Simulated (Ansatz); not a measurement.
# SbW (built on the sites of a database entry of MoP): the cell at rest

Wanted: the relaxed cell of SbW (built on the sites of a database entry of MoP).

Main program and level: Ansatz 0.2.0; DFT PBEsol, scalar-relativistic, plane waves, PAW.

The structure was built from a prototype and need not be the compound's stable phase.

## (1) Starting point

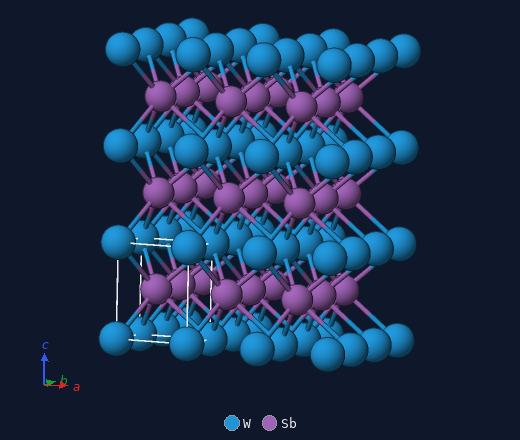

Start, viewed slightly off an axis; tungsten blue, antimony purple. 3×3×3 cells are drawn. Bonds to atoms that aren't drawn are left out. Some periodic images of atoms are drawn too.

## (2) Probe on a coarse mesh

First a cheap look: the gap decides the mesh and the occupations, the pressure tells how far the cell has to move.

The input, input.yaml:

```yaml
crystal:
  lattice:
    - [3.54047, 0.0, 0.0]
    - [-1.77023, 3.06613, 0.0]
    - [0.0, 0.0, 3.50531]
  atoms:
    - { symbol: W, position: [0.0, 0.0, 0.0] }
    - { symbol: Sb, position: [0.3333333333, 0.6666666667, 0.5] }
kpoints:
  mp_grid: { grid: [6, 6, 6] }
hamiltonian:
  xc: pbesol
scf:
  occupations: { method: gaussian, width: 0.1 }
output:
  forces: true
  stress: true
  eigenvalues: true
```

Started as:

```
> ansatz run input.yaml --threads 4 --pin off --max-ram 7168MiB --backend cpu --events-out ev --progress --plain --runs-dir out
```

Numbers of over 12 decimals in the logs are rounded to 6 here.

What it wrote:

```text
Engine: ansatz 0.2.0, aarch64-unknown-linux-gnu
Pseudopotentials: kind: paw
Pseudopotential: W, paw, valence charge 14, recommended cutoff 420 eV (normal), W.paw.azcp
Pseudopotential: Sb, paw, valence charge 15, recommended cutoff 420 eV (normal), Sb.paw.azcp
Functional definition: PBEsol
  exchange = pbesol_x
  correlation = pbesol_c
Crystal: 2 atoms, lattice volume = 38.052 Å³
[...]
--- Band table (eV; the first three rows and the last of 28) ---
  k-point 0: bands = [... 11 lower, 15.1994, 15.1994, 17.6303, 18.0722, 18.0722, 22.6325, 22.6325, 22.9937]
  k-point 1: bands = [... 11 lower, 15.4059, 15.4059, 17.3320, 17.5642, 17.5642, 23.0203, 23.0203, 23.5526]
  k-point 2: bands = [... 11 lower, 15.8420, 15.8420, 16.8954, 16.8954, 18.0516, 22.5101, 22.5101, 24.3841]
  k-point 27: bands = [... 11 lower, 12.6670, 14.5909, 16.4460, 18.9006, 19.4138, 21.0890, 21.4887, 21.9998]
[key lines of the parts left out:]
SCF converged after 6 iterations
Free energy (F): -16663.285857 eV
Fermi energy:    18.057288 eV
P = ⅓ Tr σ = 5.1950 GPa (51.950 kbar)
```

Wall time 0.93 s (4 threads of Arm Neoverse V1, shared host); peak memory 0.31 GiB.

Numbers from this step:

```yaml
pressure: 5.195 GPa
volume_per_atom: 19.03 Å³
gap_on_the_k_mesh: 0 eV
```

The coarse mesh shows no gap and a pressure of 5.2 GPa.

## (3) Relaxation

The cell and atoms are relaxed, since residual forces and stress would shift the frequencies.

input.yaml, the sections that differ from step 2:

```yaml
kpoints:
  mp_grid: { grid: [12, 12, 10] }
output:
  forces: true
  stress: true
  eigenvalues: true
  write_density: true
  write_potential: true
  elf: true
  volumetric_format: npy
relax:
  adjacent_minimum: "off"
  f_tol: 0.005
  max_steps: 80
  cell: { stress_tol: 0.05 }
# crystal, hamiltonian, scf: as in step 2
```

What it wrote:

```text
[...]
Crystal: 2 atoms, lattice volume = 38.052 Å³
Basis set: ecut = 420 eV, 761 PW (Γ), exchange–correlation on 48×48×48 points (8 copies of the dense FFT grid, shifted against one another)
Bands: 19, of which v1, the nominal top of the filled ones, is band 15 counted from 1 (14 counted from 0)
Symmetry: 12 space group operations
[...]
k-points: 114 of 1440 (time reversal used)
[...]
SCF iter   1: F=—  HF=-16663.298469 eV  |F-HF|=—  |Δ(HF+E_count)|=         —  Δρ=8.16e-3  dr2=8.92e-3  ethr=1.77e-3  ⟨swp⟩=5.7  Hψ=11230  notcnv=0
[...]
SCF iter   6: F=-16663.297299 eV  HF=-16663.297299 eV  |F-HF|=2.66e-10  |Δ(HF+E_count)|=   1.27e-9  Δρ=2.14e-6  dr2=7.08e-10  ethr=1.37e-10  ⟨swp⟩=7.4  Hψ=13366  notcnv=0
SCF 1 converged in 6 iterations: F = -16663.297299 eV  dr2 = 7.08e-10
[...]
relax step   1: F+E_penalty+E_count = -16663.29729920 eV  Δ(F+E_penalty+E_count) = +0.000e0 eV  max|allowed force component| = 4.626e-18 eV/Å  Δτ_max = 0.0000 Å  P = +5.058 GPa  Ω = 38.052 Å³  (6 SCF iters, dr2 threshold 1.00e-7 eV, accepted)
Crystal: 2 atoms, lattice volume = 40.490 Å³
Basis set: ecut = 420 eV, 775 PW (Γ), exchange–correlation on 48×48×48 points (8 copies of the dense FFT grid, shifted against one another)
[...]
iter 1 solved again at ethr=5.20e-5 eV; its pass at ethr=3.10e-3 eV (dr2=1.51e-2 eV) is discarded
[...]
SCF iter   6: F=-16663.286022 eV  HF=-16663.286022 eV  |F-HF|=7.64e-11  |Δ(HF+E_count)|=   4.67e-9  Δρ=1.15e-6  dr2=1.61e-10  ethr=9.08e-11  ⟨swp⟩=6.3  Hψ=12514  notcnv=0
SCF 2 converged in 6 iterations: F = -16663.286022 eV  dr2 = 1.61e-10
relax step   2: F+E_penalty+E_count = -16663.28602191 eV  Δ(F+E_penalty+E_count) = +1.128e-2 eV  max|allowed force component| = 1.388e-17 eV/Å  Δτ_max = 0.0000 Å  P = -6.881 GPa  Ω = 40.490 Å³  energy of the carried Pulay correction = -9.653e-4 eV  (6 SCF iters, dr2 threshold 2.00e-7 eV, rejected (line search))
Crystal: 2 atoms, lattice volume = 38.852 Å³
[...]
SCF iter   7: F=-16663.323018 eV  HF=-16663.323018 eV  |F-HF|=0.00e0  |Δ(HF+E_count)|=    0.00e0  Δρ=5.73e-8  dr2=1.50e-12  ethr=1.00e-12  ⟨swp⟩=6.1  Hψ=9161  notcnv=0
the search or the solves at the SCF's close seem to have found levels that the self-consistency loop had missed (the run counts 1). By its estimate they hold under 1e-12 electrons; where the run keeps them, the occupations were computed again with them
SCF 3 converged in 7 iterations: F = -16663.323018 eV  dr2 = 1.50e-12
relax step   3: F+E_penalty+E_count = -16663.32301839 eV  Δ(F+E_penalty+E_count) = -2.572e-2 eV  max|allowed force component| = 1.619e-17 eV/Å  Δτ_max = 0.0000 Å  P = +0.232 GPa  Ω = 38.852 Å³  energy of the carried Pulay correction = -3.268e-4 eV  (7 SCF iters, accepted)
[...]
relax step   4: F+E_penalty+E_count = -16663.32488782 eV  Δ(F+E_penalty+E_count) = -1.869e-3 eV  max|allowed force component| = 1.619e-17 eV/Å  Δτ_max = 0.0000 Å  P = +0.331 GPa  Ω = 38.670 Å³  energy of the carried Pulay correction = -2.610e-4 eV  (6 SCF iters, dr2 threshold 2.00e-7 eV, accepted)
[...]
relax step   5: F+E_penalty+E_count = -16663.32495751 eV  Δ(F+E_penalty+E_count) = -6.968e-5 eV  max|allowed force component| = 1.388e-17 eV/Å  Δτ_max = 0.0000 Å  P = -0.010 GPa  Ω = 38.760 Å³  energy of the carried Pulay correction = -2.960e-4 eV  (6 SCF iters, dr2 threshold 2.00e-7 eV, accepted)
Basis set: ecut = 420 eV, 763 PW (Γ), exchange–correlation on 48×48×50 points (8 copies of the dense FFT grid, shifted against one another)
[...]
SCF iter   8: F=-16663.325255 eV  HF=-16663.325255 eV  |F-HF|=7.28e-12  |Δ(HF+E_count)|=  3.64e-12  Δρ=3.32e-10  dr2=4.19e-17  ethr=1.00e-12  ⟨swp⟩=2.9  Hψ=5802  notcnv=0
SCF 6 converged in 8 iterations: F = -16663.325255 eV  dr2 = 4.19e-17
relax step   6: F+E_penalty+E_count = -16663.32525487 eV  Δ(F+E_penalty+E_count) = -2.974e-4 eV  max|allowed force component| = 1.850e-17 eV/Å  Δτ_max = 0.0000 Å  P = -0.017 GPa  Ω = 38.760 Å³  stress off target by 4.80e-2 GPa  SCF on the basis re-selected at this cell (its energy is not comparable with the rows above)  (8 SCF iters)
basis re-selected at this cell: Δ(F+E_penalty+E_count) = -2.974e-4 eV, ΔP = -0.007 GPa vs the last step (what re-selecting the basis moved, of the pressure what is left beyond the Pulay correction that the steps carried, after the strain that the cell walked since its last selection, with what the two solves' SCF thresholds leave and, on support functions, any second-order correction that the steps lacked; it is no measure of the basis error at this ecutwfc). The dense FFT grid was sized anew with the basis: this SCF ran on 24×24×25 points, the steps before it on 24×24×24, so part of this shift can come from that change (see relax.cell in the input reference). [rest of the remark cut]
SCF converged after 8 iterations
Free energy (F): -16663.325255 eV
[...]
Internal energy: -16663.319529 eV  (E = F + TS)
E sigma→0 (E₀):  -16663.322392 eV
Entropy (-TS):   -0.005726 eV (-2.863 meV/atom)
Fermi energy:    17.694059 eV
[...]
--- Stress (GPa, compression-positive) ---
       -0.001845       0.000000       0.000000
        0.000000      -0.001845      -0.000000
        0.000000      -0.000000      -0.047998
  P = ⅓ Tr σ = -0.0172 GPa (-0.172 kbar)
--- Band table (eV; the first three rows and the last of 114) ---
  k-point 0: bands = [... 11 lower, 15.1282, 15.1282, 16.6794, 17.6634, 17.6634, 22.2671, 22.2671, 22.5808]
  k-point 1: bands = [... 11 lower, 15.1957, 15.1957, 16.6024, 17.4909, 17.4909, 22.4194, 22.4194, 22.9959]
  k-point 2: bands = [... 11 lower, 15.3811, 15.3811, 16.7258, 17.1103, 17.1103, 22.5496, 22.5496, 23.5771]
  k-point 113: bands = [... 11 lower, 12.5227, 14.0874, 16.0795, 18.4867, 18.7360, 20.5994, 21.1493, 21.7356]
--- Relaxed structure (5 steps of the walk, 4 accepted, 1 SCFs on fresh bases) ---
  F+E_penalty+E_count = -16663.32525487 eV   max|allowed force component| = 1.850e-17 eV/Å   (the final SCF, on the basis selected at the relaxed cell)
  cell:  # Å, volume = 38.7596 Å³
    - [3.511489, -2.8631250886488883e-6, 1.7878452968522188e-18]
    - [-1.755742, 3.041041, -8.939213859896676e-19]
    - [1.770092420422654e-18, 0, 3.629660]
  atoms:
    - { symbol: W, position: [0, -3.700743415524895e-17, 0] }
    - { symbol: Sb, position: [0.333333, 0.666667, 0.500000] }
```

Run time: 15 s. Hardware: 4 threads; peak memory 0.44 GiB.

Step by step:

| step | energy less that of the first step (eV) | largest force component (eV/Å) | pressure (GPa) | volume (Å³) |
| --- | --- | --- | --- | --- |
| 1 | 0.0000 | 0.0000 | 5.06 | 38.05 |
| 2 | 0.0113 | 0.0000 | -6.88 | 40.49 |
| 3 | -0.0257 | 0.0000 | 0.23 | 38.85 |
| 4 | -0.0276 | 0.0000 | 0.33 | 38.67 |
| 5 | -0.0277 | 0.0000 | -0.01 | 38.76 |
| 6* | -0.0280 | 0.0000 | -0.02 | 38.76 |

Relaxation steps marked * repeat the geometry before them on a plane-wave basis chosen anew for their cell, so energy and pressure can jump there. Relaxation step 2 was tried and not accepted.

Forces are held to the 12 operations that the run works with; a distortion that breaks them can't arise in this run.

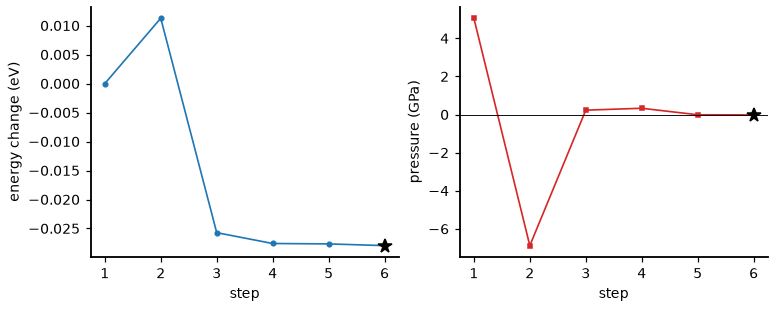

Energy and pressure along the relaxation. Stars mark steps on a basis chosen anew.

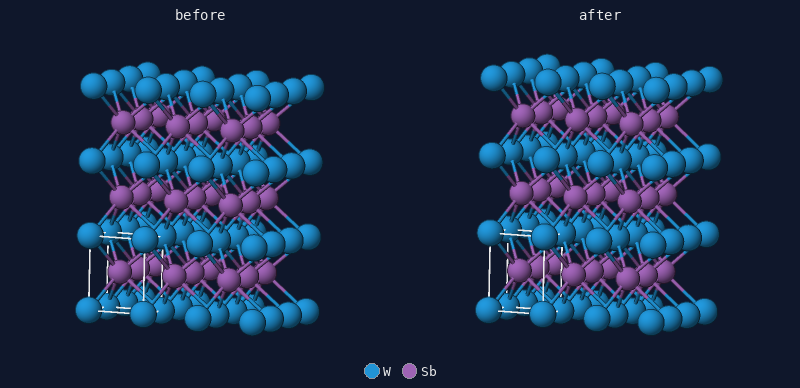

The structure before and after the relaxation, drawn at the same scale. Bonds to atoms that aren't drawn are left out.

| conventional cell, symmetrised | before | after | change |
| --- | --- | --- | --- |
| a (Å) | 3.540 | 3.511 | -0.8 % |
| b (Å) | 3.540 | 3.511 | -0.8 % |
| c (Å) | 3.505 | 3.630 | +3.5 % |
| volume (Å³/atom) | 19.03 | 19.38 | +1.9 % |

The relaxed structure:

```xyz
2
Lattice="3.5115 0.0000 0.0000 -1.7557 3.0410 0.0000 0.0000 0.0000 3.6297" Properties=species:S:1:pos:R:3 pbc="T T T"
W     0.0000    0.0000    0.0000
Sb    0.0000    2.0274    1.8148
```

Numbers from this step:

```yaml
pressure: -0.01723 GPa
volume_per_atom: 19.38 Å³
```

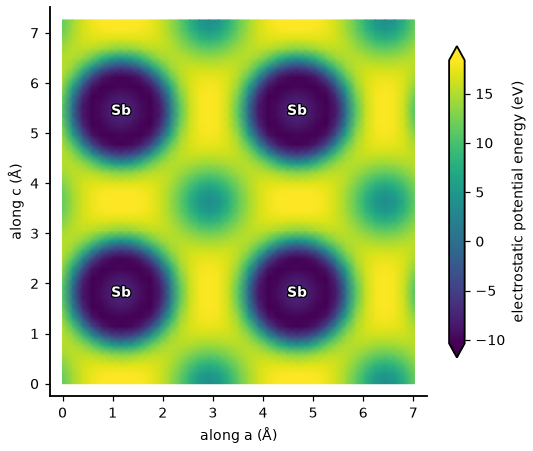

Electrostatic potential energy in the ac plane at fractional y = 0.667, with atoms of Sb within 0.2 Å of it. With pseudopotentials it is smooth inside the atoms' cores, unlike the true potential.

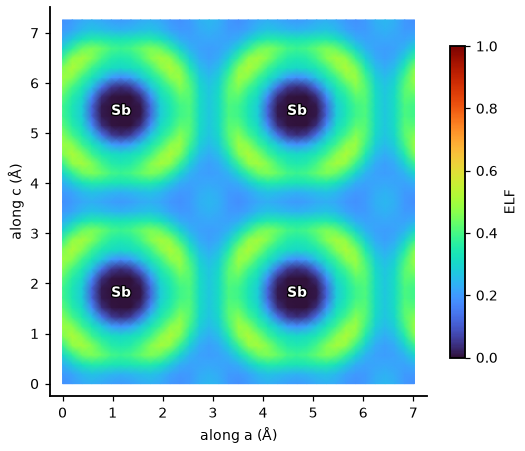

ELF in the ac plane at fractional y = 0.667, with atoms of Sb within 0.2 Å of it. It is the smooth field of the valence electrons, not physical close to the nuclei.

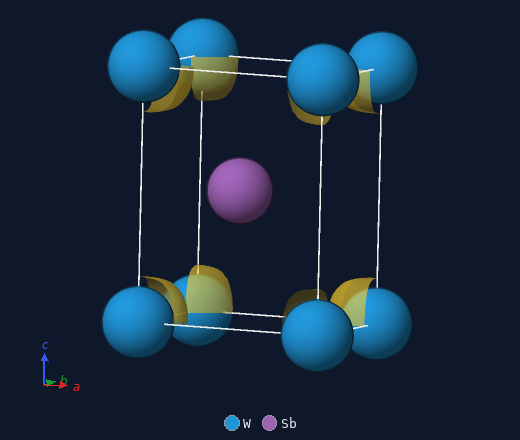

Surface of ELF = 0.64.

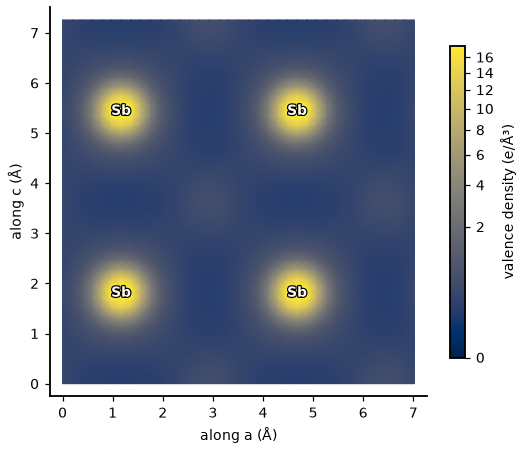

Valence density in the ac plane at fractional y = 0.667, with atoms of Sb within 0.2 Å of it. It is the smooth field of the valence electrons, not physical close to the nuclei. The colour scale is stretched toward low values.

In this step the volume went from 19.03 to 19.38 Å³/atom.

## (4) Relaxing to small forces for the phonons

Phonons need a cell at rest on their own settings, so the relaxation is repeated with tight tolerances on forces and stress on the k mesh and occupations of the first response run.

input.yaml, the sections that differ from step 3:

```yaml
crystal:
  lattice:
    - [3.5114894774, -2.8631e-06, 0.0]
    - [-1.7557422592, 3.0410405241, 0.0]
    - [0.0, 0.0, 3.6296602245]
  atoms:
    - { symbol: W, position: [0.0, 0.0, 0.0] }
    - { symbol: Sb, position: [0.3333333333, 0.6666666667, 0.5] }
scf:
  occupations: { method: methfessel_paxton, width: 0.15 }
relax:
  adjacent_minimum: "off"
  f_tol: 0.001
  max_steps: 60
  cell: { stress_tol: 0.01 }
# kpoints, hamiltonian, output: as in step 3
```

What it wrote:

```text
[...]
Crystal: 2 atoms, lattice volume = 38.760 Å³
Basis set: ecut = 420 eV, 763 PW (Γ), exchange–correlation on 48×48×50 points (8 copies of the dense FFT grid, shifted against one another)
Bands: 19, of which v1, the nominal top of the filled ones, is band 15 counted from 1 (14 counted from 0)
Symmetry: 12 space group operations
[...]
k-points: 114 of 1440 (time reversal used)
[...]
k-point 113: bands = [... 11 lower, 12.5161, 14.0896, 16.0787, 18.4979, 18.7255, 20.5969, 21.1428, 21.7267]
--- Relaxed structure (4 steps of the walk, 4 accepted, 1 SCFs on fresh bases) ---
[...]
cell:  # Å, volume = 38.7628 Å³
    - [3.513135, -2.8644315342349046e-6, 0]
    - [-1.756565, 3.042465, 0]
    - [0, 0, 3.626562]
  atoms:
    - { symbol: W, position: [0, -3.700743415524895e-17, 0] }
    - { symbol: Sb, position: [0.333333, 0.666667, 0.500000] }
[key lines of the parts left out:]
SCF converged after 4 iterations
Free energy (F): -16663.322581 eV
Fermi energy:    17.688970 eV
P = ⅓ Tr σ = -0.0001 GPa (-0.001 kbar)
```

Elapsed: 12 s, on 4 threads; peak memory 0.43 GiB; 44 s of CPU time.

Little changed from the start: no atom moved by 0.005 Å and no cell edge by 0.1 %.

Numbers from this step:

| Quantity | Value |
| --- | --- |
| pressure | -9.57e-5 GPa |

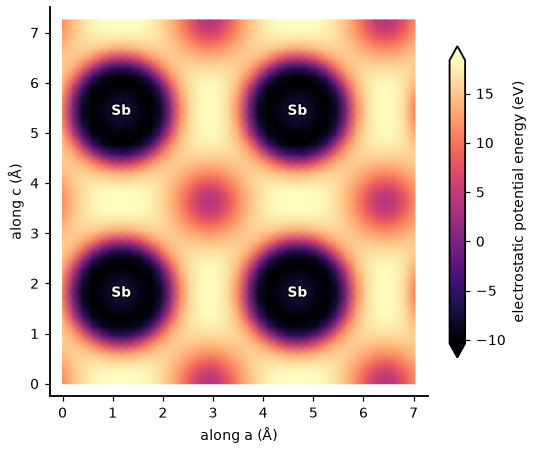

Electrostatic potential energy in the ac plane at fractional y = 0.667, with atoms of Sb within 0.2 Å of it. With pseudopotentials it is smooth inside the atoms' cores, unlike the true potential.

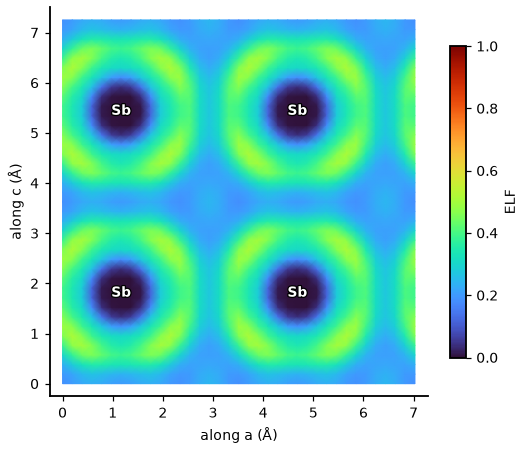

ELF in the ac plane at fractional y = 0.667, with atoms of Sb within 0.2 Å of it. It is the smooth field of the valence electrons, not physical close to the nuclei.

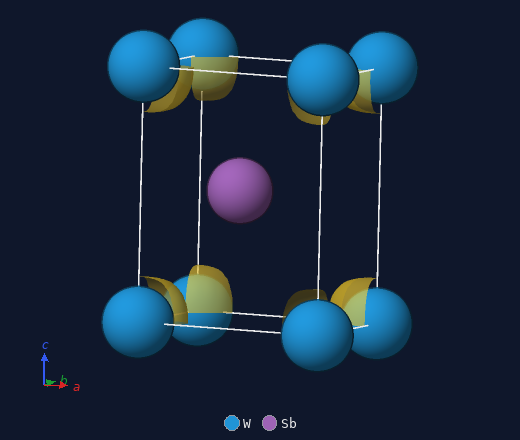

Surface of ELF = 0.64.

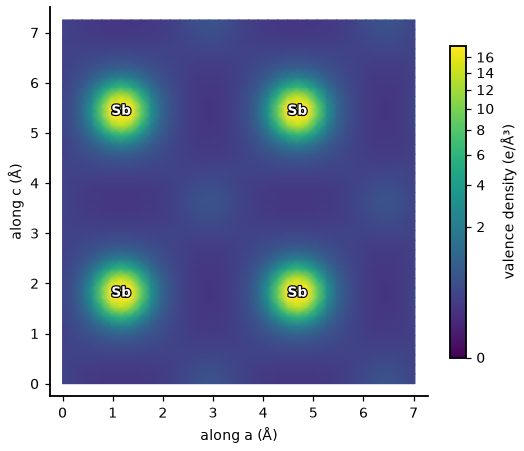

Valence density in the ac plane at fractional y = 0.667, with atoms of Sb within 0.2 Å of it. It is the smooth field of the valence electrons, not physical close to the nuclei. The colour scale is stretched toward low values.

The forces vanish by symmetry and the pressure is 0.000 GPa, within the tolerances set. The cell now holds 19.38 Å³/atom.

## (5) Summary of results

```
space group after relaxation : P-6m2
lattice constant a           : 3.513 Å
lattice constant b           : 3.513 Å
lattice constant c           : 3.627 Å
volume per atom              : 19.4 Å³
```

**Reading.** The forces vanish by symmetry and the pressure is 0.000 GPa, within the tolerances set. The cell now holds 19.38 Å³/atom. The relaxation keeps the symmetry of its start, so it says nothing on stability against lower symmetry. The runs are without spin polarisation, although the cell has an odd electron count. Spin-orbit coupling is left out, which can matter for the heavy elements here. The starting cell was built on a prototype and not taken from a measurement, so the phase need not exist.

[Logs are printed without paths, hosts, clocks, repeated set-up lines and the standing remarks that a program may print on its own settings, such as how far it seeks lower states.]

[Hosts, paths, dates, database ids (printed as entryN), source tags and the programs' standing remarks are cut or masked in the printed files.]
